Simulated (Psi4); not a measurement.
**BNH4 (SMILES BN) at PBE/6-31G(d) (spherical functions, sweep point 3)**

Aim: the vertical singlet–triplet gap of BNH4 at PBE/6-31G* (spherical functions, sweep point 3), from 2 runs. Input form: a Python script.

The calculation is run with Psi4 1.11.

13 further runs of the same task are left out: 6 that didn't finish, 7 set aside as unsound or not needed.

## Step 1: The molecule

BNH4: 6 atoms, total charge 0, spin state singlet. SMILES: `BN`. Geometry: relaxed at PBE0-D4/def2-TZVP.

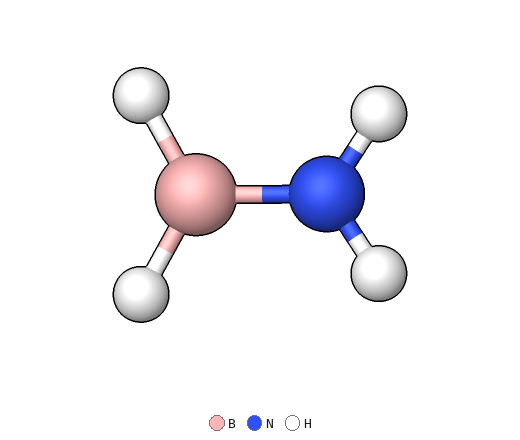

The structure, seen from a chosen angle (boron pink, nitrogen blue, hydrogen white).

## Step 2: The energy at PBE/6-31G(d) (spherical functions, sweep point 3)

Input file run.py:

```python
import psi4

psi4.set_memory(1600000000)
psi4.set_num_threads(1)
psi4.set_output_file('psi4.out', False)

molecule = psi4.geometry("""
0 1
B     -0.24226289    -1.28425787    -0.04837699
N      0.27608899     1.28010048     0.02040904
H      0.42670016    -2.58514534     1.67713194
H     -1.34548500    -2.13293388    -1.83152256
H     -0.22979070     2.48253321    -1.36211459
H      1.19430691     2.11913888     1.45754576
units bohr
symmetry c1
""")

psi4.set_options({
    'puream': True,
    'scf_type': 'pk',
    'dft_radial_points': 35,
    'dft_spherical_points': 110,
})

result = psi4.energy("pbe/6-31G*", molecule=molecule)
print(f'total energy {result:.8f} hartree = {result * 27.211386:.5f} eV')
for k, v in sorted(psi4.core.scalar_variables().items()):
    print(f'{k:45s} {v:18.10f}')
```

On the command line:

```bash
python run.py
```

psi4.out, cut to the lines that bear on the results:

```text
[...]
  Running in c1 symmetry.
[...]
  Nuclear repulsion =   32.316093054913715
[...]
  Multiplicity = 1
[...]
  Nalpha       = 8
  Nbeta        = 8
[...]
    Number of basis functions: 36
[...]
   @RKS iter   1:   -81.64038721195716   -1.91627e-01   2.07159e-02 ADIIS/DIIS
[...]
   @RKS iter   8:   -81.90648560461716   -3.92319e-09   2.82962e-07 DIIS
[...]
    Orbital Energies [Eh]
    ---------------------
    Doubly Occupied:
       1A    -13.996118     2A     -6.474420     3A     -0.790053
       4A     -0.463500     5A     -0.461950     6A     -0.333669
       7A     -0.265216     8A     -0.254304
[...]
  @RKS Final Energy:   -81.90648560461716
   => Energetics <=
    Nuclear Repulsion Energy =             32.3160930549137149
    One-Electron Energy =                -173.5224989478546718
    Two-Electron Energy =                  71.6629862835776805
    DFT Exchange-Correlation Energy =     -12.3630659952538871
    Empirical Dispersion Energy =           0.0000000000000000
    VV10 Nonlocal Energy =                  0.0000000000000000
    Total Energy =                        -81.9064856046171599
[...]
 Multipole Moments:
 ------------------------------------------------------------------------------------
     Multipole            Electronic (a.u.)      Nuclear  (a.u.)        Total (a.u.)
 ------------------------------------------------------------------------------------
 L = 1.  Multiply by 2.5417464519 to convert [e a0] to [Debye]
 Dipole X            :          0.0947494            0.0811556            0.1759050
 Dipole Y            :          0.4691488            0.4016450            0.8707938
 Dipole Z            :          0.0126155            0.0107185            0.0233340
 Magnitude           :                                                    0.8886894
[...]
```

Standard output:

```text
total energy -81.90648560 hartree = -2228.78900 eV
CURRENT ENERGY                                    -81.9064856046
CURRENT REFERENCE ENERGY                          -81.9064856046
DD SOLVATION ENERGY                                 0.0000000000
DFT FUNCTIONAL TOTAL ENERGY                       -81.9064856046
DFT TOTAL ENERGY                                  -81.9064856046
DFT VV10 ENERGY                                     0.0000000000
DFT XC ENERGY                                     -12.3630659953
GRID ELECTRONS ALPHA                                8.0002838053
GRID ELECTRONS BETA                                 8.0002838053
GRID ELECTRONS TOTAL                               16.0005676106
NUCLEAR REPULSION ENERGY                           32.3160930549
ONE-ELECTRON ENERGY                              -173.5224989479
PCM POLARIZATION ENERGY                             0.0000000000
PE ENERGY                                           0.0000000000
SCF ITERATION ENERGY                              -81.9064856046
SCF ITERATIONS                                      8.0000000000
SCF TOTAL ENERGY                                  -81.9064856046
TWO-ELECTRON ENERGY                                71.6629862836
XC GRID RADIAL POINTS                              35.0000000000
XC GRID SPHERICAL POINTS                          110.0000000000
XC GRID TOTAL POINTS                            22438.0000000000
```

Wall time 2 s (1 thread of AMD EPYC 7R43 (Zen 3), shared host); peak memory 0.21 GiB.

## Step 3: The triplet

Input file job.py:

```python
import psi4

psi4.set_memory(1600000000)
psi4.set_num_threads(1)
psi4.core.set_output_file('output.dat', False)

geom = psi4.geometry("""
0 3
B     -0.24226289    -1.28425787    -0.04837699
N      0.27608899     1.28010048     0.02040904
H      0.42670016    -2.58514534     1.67713194
H     -1.34548500    -2.13293388    -1.83152256
H     -0.22979070     2.48253321    -1.36211459
H      1.19430691     2.11913888     1.45754576
units au
symmetry c1
""")

psi4.set_options({
    'basis': '6-31G*',
    'reference': 'uks',
    'puream': True,
    'scf_type': 'pk',
    'dft_radial_points': 35,
    'dft_spherical_points': 110,
    'maxiter': 150,
})

e, wfn = psi4.energy("PBE", return_wfn=True)
print('E =', round(e, 9))
```

On the command line:

```bash
python job.py
```

output.dat, cut to the lines that bear on the results:

```text
[...]
  Running in c1 symmetry.
[...]
  Nuclear repulsion =   32.316093054913715
[...]
  Multiplicity = 3
[...]
  Nalpha       = 9
  Nbeta        = 7
[...]
    Number of basis functions: 36
[...]
   @UKS iter   1:   -81.33320589253610    1.15554e-01   2.26832e-02 DIIS/ADIIS
[...]
   @UKS iter  81:   -81.67734992139845   -6.34665e-09   2.00675e-07 DIIS
[...]
   @S^2 Observed:                2.003157600E+00
[...]
    Orbital Energies [Eh]
    ---------------------
    Alpha Occupied:
       1A    -14.052317     2A     -6.447642     3A     -0.847279
       4A     -0.508300     5A     -0.498960     6A     -0.348061
       7A     -0.323696     8A     -0.282455     9A     -0.036571
    Alpha Virtual:
      10A      0.029664    11A      0.080515    12A      0.159925
      13A      0.205196    14A      0.213489    15A      0.403939
      16A      0.412311    17A      0.444570    18A      0.522626
      19A      0.634569    20A      0.651760    21A      0.767103
      22A      0.805828    23A      0.865678    24A      0.889224
      25A      1.104266    26A      1.159251    27A      1.164016
[...]
  @UKS Final Energy:   -81.67734992139845
   => Energetics <=
    Nuclear Repulsion Energy =             32.3160930549137149
    One-Electron Energy =                -172.9722621047559414
    Two-Electron Energy =                  71.3205844165430562
    DFT Exchange-Correlation Energy =     -12.3417652880992836
    Empirical Dispersion Energy =           0.0000000000000000
    VV10 Nonlocal Energy =                  0.0000000000000000
    Total Energy =                        -81.6773499213984451
[...]
 Multipole Moments:
 ------------------------------------------------------------------------------------
     Multipole            Electronic (a.u.)      Nuclear  (a.u.)        Total (a.u.)
 ------------------------------------------------------------------------------------
 L = 1.  Multiply by 2.5417464519 to convert [e a0] to [Debye]
 Dipole X            :          0.2160400            0.0811556            0.2971956
 Dipole Y            :          1.0687897            0.4016450            1.4704347
 Dipole Z            :          0.0286871            0.0107185            0.0394056
 Magnitude           :                                                    1.5006853
[...]
```

On the terminal:

```text
E = -81.677349921
```

It took 6.3 s on 1 thread of AMD EPYC 7R43 (Zen 3), shared host; peak memory 0.21 GiB.

## Step 4: Results

At PBE/6-31G* (spherical functions, sweep point 3):

| quantity | value |
| --- | --- |
| singlet: total energy | -81.90649 Eh |
| singlet: dipole moment | 2.26 D |
| singlet: HOMO energy | -6.92 eV |
| singlet: LUMO energy | -0.14 eV |
| singlet: HOMO–LUMO gap | 6.78 eV |
| triplet: total energy | -81.67735 Eh |
| triplet: dipole moment | 3.81 D |
| triplet: HOMO energy (highest over α and β) | -1.00 eV |
| triplet: ⟨S²⟩ | 2.003 |
| vertical energy of the triplet above the singlet | 6.235 eV |

**Reading.** At this shape the triplet lies 6.24 eV (602 kJ/mol) above the singlet.
